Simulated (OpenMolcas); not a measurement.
Single-point calculation of CoH6Cl3O3 (charge −1) (part 2 of 2)

The same run, continued: CoH6Cl3O3, charge −1, multiplicity 2; NEVPT2/ANO-RCC-VDZ, DKH2 (OpenMolcas 26.06). The geometry comes from this level: GFN2-xTB.

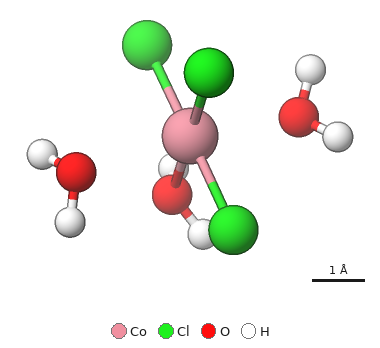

*The structure (ball-and-stick view, seen at a tilt). Sticks mark near contacts.*

The program's output, continued:
```
      ************************************************************************************************************************
      *                                            Wave function control section                                             *
      ************************************************************************************************************************

                                         RASSCF iterations: Energy and convergence statistics
                                         ----------------------------------------------------

          iter iter root      energy       change     param      element    value   shift minimum  type update hh:mm:ss
 Nr of preliminary CI iterations:   4
      Total energies have been shifted. Add                -3000.00 au
        1   1    7    1    -3.03319188    0.00E+00   1.11E-02   24  55 1  3.42E-02*  0.34   0.00    SX    NO    0:00:00
        2   1    7    1    -3.03386111   -6.69E-04*  4.83E-03   24  55 1  5.81E-03*  0.34   0.00    SX    NO    0:00:00
        3   1    6    1    -3.03391269   -5.16E-05* -2.76E-03   43  56 1 -1.06E-03*  0.34   0.00    SX    NO    0:00:00
        4   4    6    1    -3.03394444   -3.17E-05* -3.42E-03   53  97 1  1.36E-03*  0.34   0.00    SX    NO    0:00:00
        5   3    6    1    -3.03395116   -6.73E-06* -6.01E-03   33  56 1  5.58E-04*  0.34   1.65    QN   YES    0:00:00
        6   4    6    1    -3.03395457   -3.41E-06* -1.62E-03   24  55 1 -4.28E-04*  0.34   0.99    QN   YES    0:00:00
        7   3    5    1    -3.03395500   -4.33E-07* -3.35E-03   53  97 1 -1.73E-04*  0.34   1.93    QN   YES    0:00:00
        8   4    5    1    -3.03395532   -3.19E-07* -5.25E-04   24  55 1  1.43E-04*  0.34   1.06    QN   YES    0:00:00
        9   3    5    1    -3.03395537   -4.39E-08* -7.17E-04   24  55 1  7.85E-05   0.34   1.76    QN   YES    0:00:00
       10   3    5    1    -3.03395539   -2.86E-08* -1.99E-04   24  55 1 -2.29E-05   0.34   1.16    QN   YES    0:00:00
       11   1    4    1    -3.03395540   -6.70E-09   2.97E-04   24  55 1 -3.00E-05   0.34   1.72    QN   YES    0:00:00
      Convergence after 11 iterations
       12   1    4    1    -3.03395541   -5.01E-09   2.97E-04   24  55 1 -9.29E-06   0.34   1.72    QN   YES    0:00:00

      ************************************************************************************************************************
                                                      Wave function printout:
                       occupation of active orbitals, and spin coupling of open shells (u,d: Spin up or down)
      ************************************************************************************************************************

      Note: transformation to natural orbitals
      has been made, which may change the order of the CSFs.

      printout of CI-coefficients larger than  0.05 for root  1
      energy=   -3003.033955
      conf/sym  1111111     Coeff  Weight
             1  2222u00   0.96577 0.93271
            40  22202u0   0.06614 0.00437
            41  2220u20   0.13278 0.01763
            72  22022u0  -0.06605 0.00436
            73  2202u20   0.12689 0.01610
           102  2022u02   0.05066 0.00257
           113  0222u20   0.10170 0.01034
           264  u2ud220  -0.08546 0.00730

      Natural orbitals and occupation numbers for root  1
      sym 1:   1.969558   1.990859   1.949220   1.946091   1.018448   0.118819   0.007005

      ************************************************************************************************************************
      *                                                    Final results                                                     *
      ************************************************************************************************************************

++    Final optimization conditions:
      ------------------------------

      Average CI energy                           -3003.03395541
      RASSCF energy for state  1                  -3003.03395541
      Super-CI energy                                -0.00000000
      RASSCF energy change                            0.00000000
      Max change in MO coefficients              -3.047E-04
      Max non-diagonal density matrix element     2.973E-04
      Maximum BLB matrix element                 -9.292E-06
      (orbital pair  24,  55 in symmetry   1)
      Norm of electronic gradient            3.141E-05
--

      Final state energy(ies):
      ------------------------

::    RASSCF root number  1 Total energy:  -3003.03395541
      Von Neumann Entropy (Root   1) =  0.86924

      Mulliken population analysis for root number:  1
      -----------------------------------------------

++    Molecular charges:
      ------------------

      Mulliken charges per centre
      ---------------------------

                CO1     CL2     CL3     CL4     O5      H6      H7      O8      H9      H10     O11     H12
      Total   26.2827 17.6734 17.6738 17.6121  8.7380  0.5834  0.5821  8.6890  0.6132  0.6183  8.7409  0.5951

      N-E      0.7173 -0.6734 -0.6738 -0.6121 -0.7380  0.4166  0.4179 -0.6890  0.3868  0.3817 -0.7409  0.4049

                H13
      Total    0.5979

      N-E      0.4021

      Total electronic charge=  109.000000

      Total            charge=   -1.000000
--

      Expectation values of various properties for root number:  1
      -----------------------------------------------------------

++    Molecular properties:
      ---------------------

      Charge (e):
                      =   -1.0000
      Dipole Moment (debye):
      Origin of the operator (angstrom)=    0.6568    0.0356   -0.0043
                   X= -1.0292E+01               Y= -1.8317E+00               Z=  5.0966E-02           Total=  1.0454E+01
      Center of Charge (angstrom)
                     X=    2.79959960               Y=    0.41698448               Z=   -0.01495158
      Quadrupole Moment (debye*angstrom):
      Origin of the operator (angstrom)=    0.6568    0.0356   -0.0043
                  XX= -8.5206E+01              XY= -3.5360E+00              XZ= -4.0528E-01              YY= -5.9130E+01
                  YZ= -2.4234E-01              ZZ= -1.0778E+02
      In traceless form (debye*angstrom)
                  XX= -1.7524E+00              XY= -5.3040E+00              XZ= -6.0793E-01              YY=  3.7363E+01
                  YZ= -3.6351E-01              ZZ= -3.5610E+01
--

      Mulliken spin population analysis for root number:  1
      ---------------------------------------------------

++    Molecular charges:
      ------------------

      Mulliken spin population per centre
      ---------------------------

                CO1     CL2     CL3     CL4     O5      H6      H7      O8      H9      H10     O11     H12
      Total    0.9927  0.0041  0.0041 -0.0029  0.0025  0.0001  0.0001  0.0004 -0.0004 -0.0003  0.0003 -0.0005

                H13
      Total   -0.0004

      Total electronic spin=    1.000000
--

      LoProp population analysis for root number:  1
      -----------------------------------------------

++    LoProp analysis:
      ----------------

++    Static properties:
      ------------------

      LoProp Charges per center

                   CO1      CL2      CL3      CL4      O5       H6       H7       O8       H9       H10
      Nuclear     27.0000  17.0000  17.0000  17.0000   8.0000   1.0000   1.0000   8.0000   1.0000   1.0000
      Electronic -25.7205 -17.8029 -17.8033 -17.7790  -8.6481  -0.6499  -0.6495  -8.6353  -0.6675  -0.6695

      Total        1.2795  -0.8029  -0.8033  -0.7790  -0.6481   0.3501   0.3505  -0.6353   0.3325   0.3305

                   O11      H12      H13
      Nuclear      8.0000   1.0000   1.0000
      Electronic  -8.6612  -0.6564  -0.6569

      Total       -0.6612   0.3436   0.3431
--

      Natural Bond Order analysis for root number:  1

++    Natural Bond Order analysis
      ---------------------------
      Based on LoProp computed density
      -------------------------------------------------------------------------------------
      Atom A       Atom B       Bond Order
      -------------------------------------------------------------------------------------
      NBO located      0.963 non-bonded electrons on atom CO1
      NBO located      0.971 non-bonded electrons on atom CO1
      NBO located      0.988 non-bonded electrons on atom CO1
      NBO located      0.991 non-bonded electrons on atom CO1
      NBO located      0.994 non-bonded electrons on atom CO1
      NBO located      0.993 non-bonded electrons on atom CO1
      NBO located      0.997 non-bonded electrons on atom CO1
      NBO located      1.000 non-bonded electrons on atom CO1
      NBO located      1.000 non-bonded electrons on atom CO1
      NBO located      1.000 non-bonded electrons on atom CO1
      NBO located      1.000 non-bonded electrons on atom CO1
      NBO located      1.000 non-bonded electrons on atom CO1
      NBO located      0.982 non-bonded electrons on atom CL2
      NBO located      0.994 non-bonded electrons on atom CL2
      NBO located      1.000 non-bonded electrons on atom CL2
      NBO located      1.000 non-bonded electrons on atom CL2
      NBO located      1.000 non-bonded electrons on atom CL2
      NBO located      1.000 non-bonded electrons on atom CL2
      NBO located      1.000 non-bonded electrons on atom CL2
      NBO located      0.983 non-bonded electrons on atom CL3
      NBO located      0.993 non-bonded electrons on atom CL3
      NBO located      1.000 non-bonded electrons on atom CL3
      NBO located      1.000 non-bonded electrons on atom CL3
      NBO located      1.000 non-bonded electrons on atom CL3
      NBO located      1.000 non-bonded electrons on atom CL3
      NBO located      1.000 non-bonded electrons on atom CL3
      NBO located      0.973 non-bonded electrons on atom CL4
      NBO located      0.995 non-bonded electrons on atom CL4
      NBO located      1.000 non-bonded electrons on atom CL4
      NBO located      1.000 non-bonded electrons on atom CL4
      NBO located      1.000 non-bonded electrons on atom CL4
      NBO located      1.000 non-bonded electrons on atom CL4
      NBO located      1.000 non-bonded electrons on atom CL4
      NBO located      0.999 non-bonded electrons on atom O5
      NBO located      0.999 non-bonded electrons on atom O8
      NBO located      0.999 non-bonded electrons on atom O11
      The remaining   20.486 electrons are to be considered as diffuse
--

--

      Average orbitals are written to the RASORB file
      Natural orbitals for root   1 are written to the RASORB.1 file
      Spin density orbitals for root   1 are written to the SPDORB.1 file

--- Stop Module: rasscf /rc=_RC_ALL_IS_WELL_ ---
--- Module rasscf spent 6 seconds ---

--- Start Module: caspt2 ---

                                              &CASPT2

                       available to each process: 1.9 GB of memory, 1 thread

++    Wave function specifications:
      -----------------------------

      Number of closed shell electrons          52
      Number of electrons in active shells       9
      Max number of holes in RAS1 space          0
      Max number of electrons in RAS3 space      0
      Number of inactive orbitals               26
      Number of active orbitals                  7
      Number of secondary orbitals              48
      Spin quantum number                      0.5
      State symmetry                             1
      Number of CSFs                           490
      Number of CASSCF root(s) available         1
      NEVPT2 state passed to geometry opt.       1
      A file JOBMIX will be created
      This is a CASSCF or RASSCF reference function
--

++    Orbital specifications:
      -----------------------

      Symmetry species                           1
                                                 a
      Frozen orbitals                           24
      Inactive orbitals                         26
      Active orbitals                            7
      Secondary orbitals                        48
      Deleted orbitals                           0
      Number of basis functions                105
--

++    NEVPT2 specifications:
      ----------------------

      Type of calculation                        SS-NEVPT2
      Internal contraction for energies          partially and strongly contracted
                                                 (PC-NEVPT2 and SC-NEVPT2)
      Denominator threshold for SC-NEVPT2        1.00E-09
      Fock operator                              state-specific
      0th-order Hamiltonian                      DYALL
      IPEA shift                                 0.00
      Real shift                                 0.00
      Imaginary shift                            0.00
      The input orbitals will be transformed to quasi-canonical
--

--------------------------------------------------------------------------------
 Estimated memory requirements:
  POLY3 :                   294488
  RHS:                     1101796
  SIGMA :                  1106128
  PRPCTL:                        0
 Available workspace:    232476817

++ NEVPT2 computation for group   1

********************************************************************************
 Multi-State initialization phase begins for group   1
--------------------------------------------------------------------------------
********************************************************************************
 Compute H0 matrices for state    1
--------------------------------------------------------------------------------
--------------------------------------------------------------------------------
 H0 matrices have been computed.

********************************************************************************
  NEVPT2 EQUATION SOLUTION
--------------------------------------------------------------------------------

  Total nr of NEVPT2 parameters:
   Before reduction:     1646795
   After  reduction:     1646639

 Variance of |WF0>:       3.3234057186
-----------------------------------------------------------------------------------------------------------------------------

  FINAL PC-NEVPT2 RESULT:

      Reference energy:       -3003.0339554062
      E2 (Non-variational):      -0.7835653115
      E2 (Variational):          -0.7835653115
      Total energy:           -3003.8175207177
      Residual norm:              0.0000000000
      Reference weight:           0.79484

      Contributions to the PC-NEVPT2 correlation energy
      Active & Virtual Only:         -0.0999374774
      One Inactive Excited:          -0.1341121857
      Two Inactive Excited:          -0.5495156484

  FINAL SC-NEVPT2 RESULT:

      Reference energy:       -3003.0339554062
      E2 (Non-variational):      -0.7827190458
      E2 (Variational):          -0.7827190458
      Total energy:           -3003.8166744520
      Residual norm:              0.0000000000
      Reference weight:           0.80778

      Contributions to the SC-NEVPT2 correlation energy
      Active & Virtual only:         -0.0995116580
      One Inactive Excited:          -0.1337457521
      Two Inactive Excited:          -0.5494616357

   (Skip denominator check etc. with SC-NEVPT2 wavefunction)

   (Skipping property calculation,
    use PROP keyword to activate)
--

  Total SC-NEVPT2 energies:
::    SC-NEVPT2 Root  1     Total energy:  -3003.81667445

  A NEW JOBIPH FILE NAMED 'JOBMIX' IS PREPARED.
********************************************************************************
--- Stop Module: caspt2 /rc=_RC_ALL_IS_WELL_ ---
--- Module caspt2 spent 1 second ---

.##################.
.# Happy landing! #.
.##################.

    Timing: Wall=13.70 User=12.75 System=0.93
```

This output came from the following input.

The input:
```
* Cl3CoH6O3 NEVPT2
&GATEWAY
Coord
13
angstrom
Co       0.544120       0.051090      -0.003620
Cl       0.500740       0.021210       2.206440
Cl       0.466110       0.059380      -2.213050
Cl       2.780710      -0.083810      -0.020050
O       -1.515830       0.189630       0.015590
H       -1.928450      -0.186160       0.808420
H       -1.943300      -0.198860      -0.762920
O        0.373510       2.402660      -0.007390
H       -0.040120       2.741720      -0.812440
H       -0.123100       2.766530       0.737610
O        0.095390      -2.264500       0.003100
H        0.378150      -2.726360       0.801670
H        0.412060      -2.772540      -0.753350
Basis=ANO-RCC-VDZ
Group=NoSym
RICD
&SEWARD
&RASSCF
FileOrb=$CurrDir/step2.RasOrb
Spin=2
Nactel=9 0 0
Inactive=50
Ras2=7
OrbListing=Nothing
&CASPT2
SC-NEVPT2
```

Command:
```bash
export MOLCAS_MEM=1860
pymolcas step10.input > step10.log
```

Key numbers:

| quantity | value |
| --- | --- |
| outcome | converged |
| total energy | −3003.816674 hartree |
| basis functions | 105 |
| hardware | 1 thread of Arm Neoverse V1, 24 GiB of memory available, shared host |
| wall time | 14 s |
| peak memory | 0.16 GiB |
